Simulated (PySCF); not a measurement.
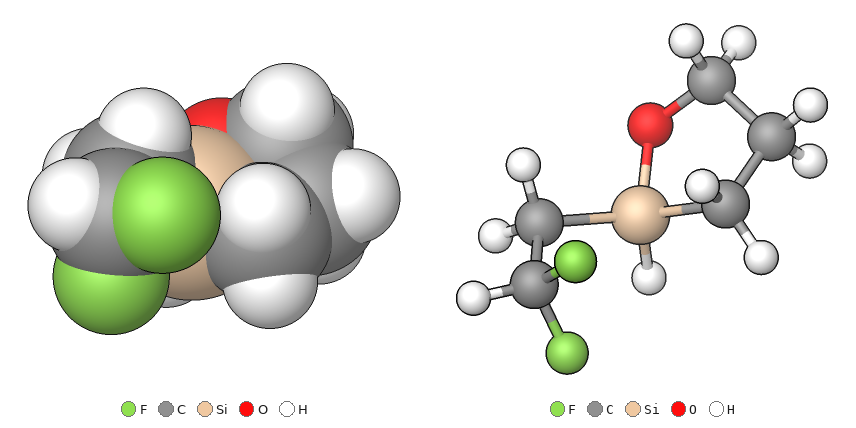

The same structure drawn twice, from different directions.

The computed structure is the end point of a PBE0-D3(BJ)/def2-SVP optimisation. No frequency run is at hand to confirm it as a minimum.

Question: Count the atoms of each element.

Answer: C5H10F2OSi, 19 atoms: 5 carbon, 10 hydrogen, 2 fluorine, 1 oxygen and 1 silicon.

Question: Give the symmetry (Schoenflies symbol).

Answer: C1.

Question: Describe its rings.

Answer: Independent rings (smallest set): 1 of 5 members.

The parts below concern this one geometry. Atoms keep their numbers from picture to picture.

## Ring current

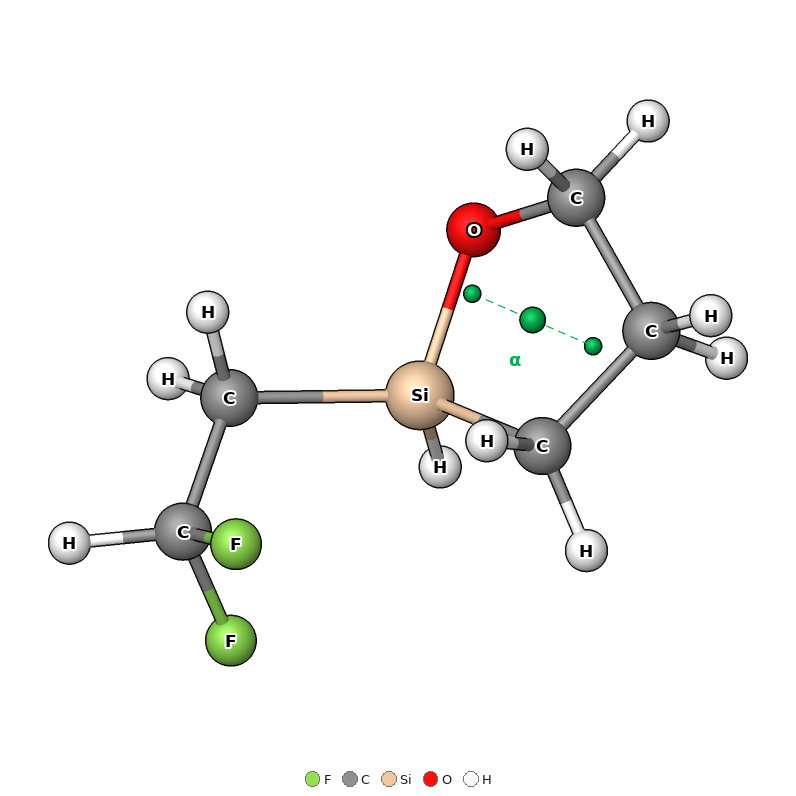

The small points mark where nucleus-independent chemical shifts (NICS) were computed: at the centre of each lettered ring and 1 Å above and below it. No frequency run is at hand to confirm it as a minimum. Method: GIAO PBE0/pcSseg-1 NMR shielding, non-relativistic, IEF-PCM tetrahydrofuran (PySCF 2.14.0).

Give NICS(0), NICS(1) and the out-of-plane component NICS(1)zz for each ring (means of the two sides).

| ring | members | NICS(0) | NICS(1) | NICS(1)zz |
| --- | --- | --- | --- | --- |
| α | C3OSi | −6.0 | −3.2 | −3.7 |

Values in ppm.

Question: What do the values say about the ring currents?

Answer: Ring α: weak, as in a non-aromatic ring. NICS is one index among several.

## Excitation

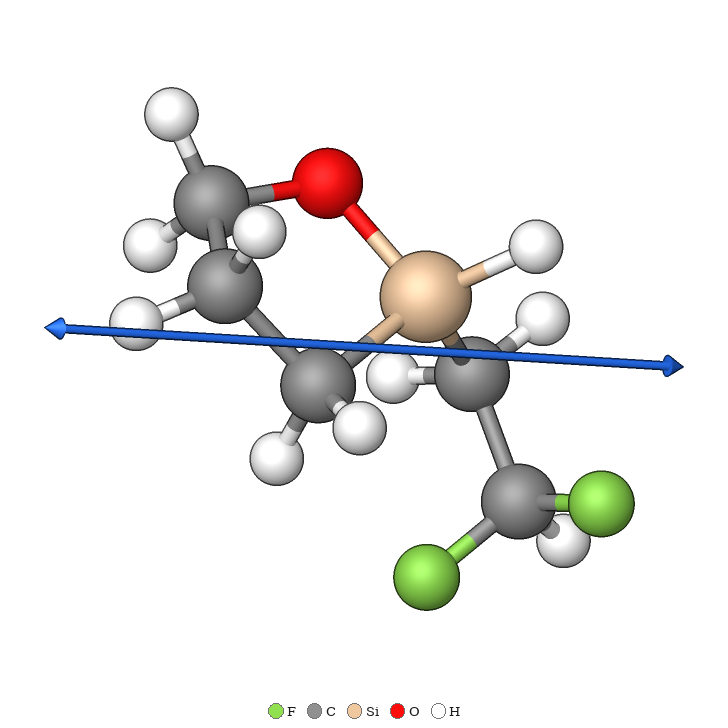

The double arrow shows the direction of the transition dipole to excited singlet state 4 (its length means nothing). No frequency run is at hand to confirm it as a minimum. Level of theory: TDDFT PBE0/def2-SVPD, vertical, gas phase, core orbitals frozen in the response (PySCF 2.14.0).

Question: Where does the transition lie, and how strong is it?

Answer: 7.85 eV (158 nm), oscillator strength 0.035, mainly HOMO−1 → LUMO+1 (weight 0.81); transition dipole 1.08 D.

## Quadrupole coupling

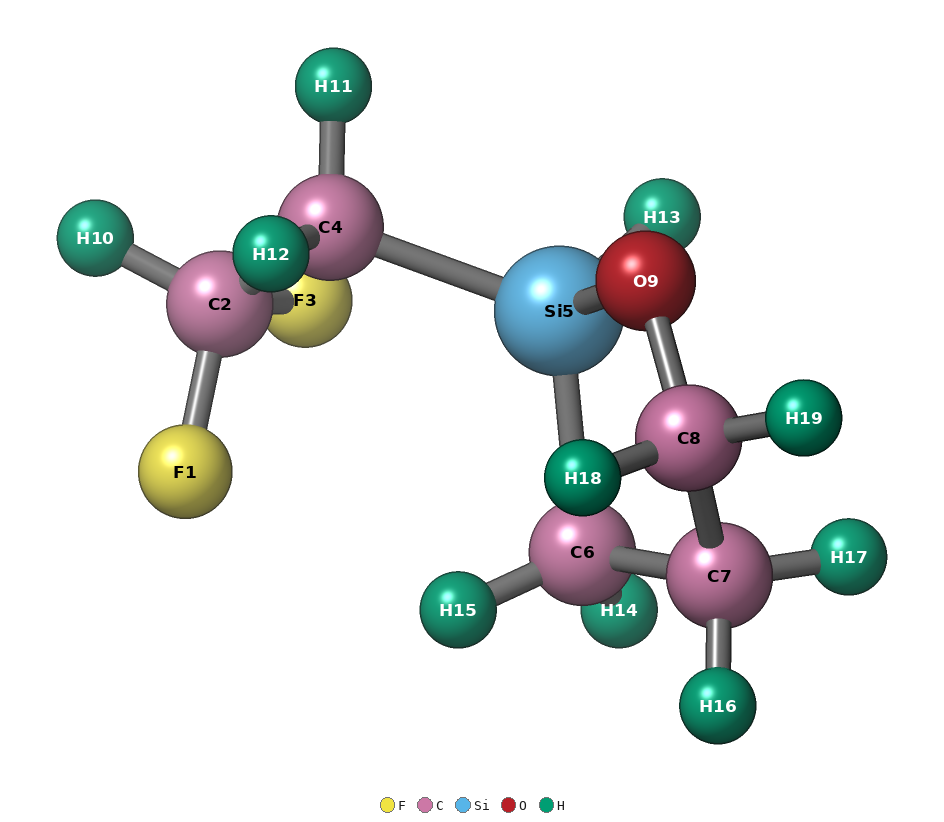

No frequency run is at hand to confirm it as a minimum. Electric field gradients from the ground-state density, PBE0/pcSseg-1 (PySCF 2.14.0), non-relativistic apart from any core potentials.

Give the largest field-gradient component, the quadrupole coupling constant and the asymmetry for 17O at O9 (Q = −25.6 mb), 2H at H10 (Q = 2.86 mb), 2H at H11 (Q = 2.86 mb), 2H at H12 (Q = 2.86 mb), 2H at H13 (Q = 2.86 mb).

| atom | V_zz (a.u.) | e²qQ/h (MHz) | η |
| --- | --- | --- | --- |
| O9 | 1.706 | −10.26 | 0.47 |
| H10 | 0.263 | 0.177 | 0.04 |
| H11 | 0.290 | 0.195 | 0.05 |
| H12 | 0.291 | 0.196 | 0.04 |
| H13 | 0.140 | 0.094 | 0.01 |

## Polarisability

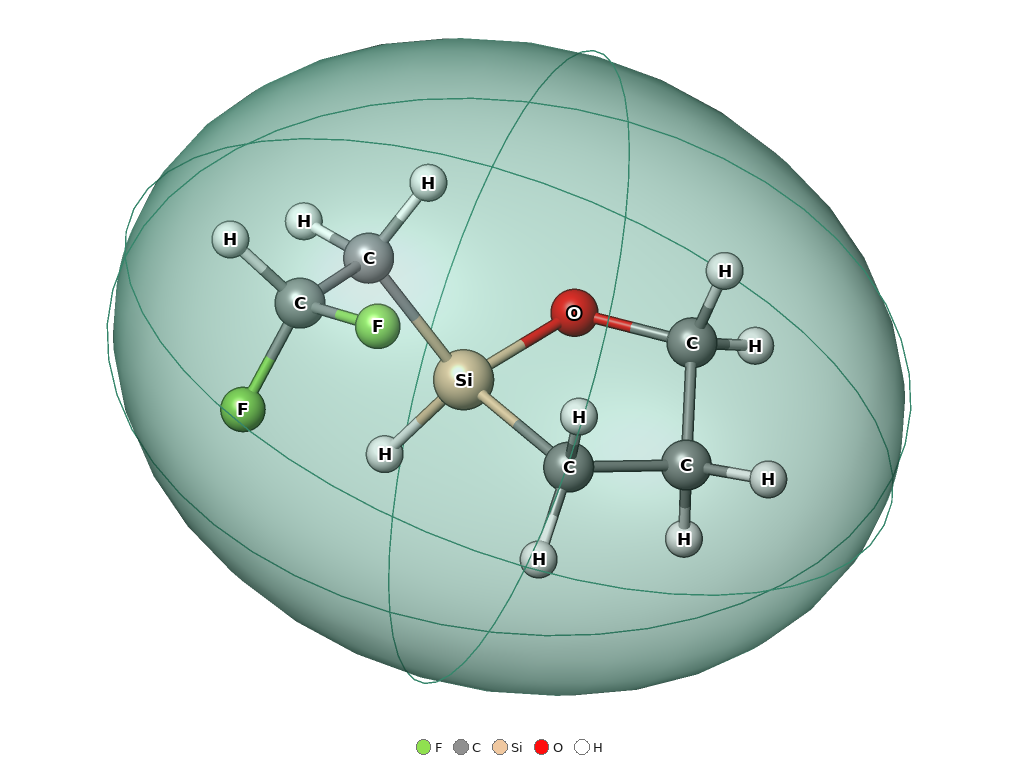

The ellipsoid shows the static dipole polarisability: its half-axes are proportional to the principal values. No frequency run is at hand to confirm it as a minimum. Method: PBE0/def2-SVPD (PySCF 2.14.0).

Question: How large and how anisotropic is the polarisability?

Answer: Principal values 79.0, 81.3, 100.6 bohr³; mean 87.0 bohr³ (12.89 Å³); anisotropy 20.5 bohr³, so the longest axis is 1.27 times the shortest.
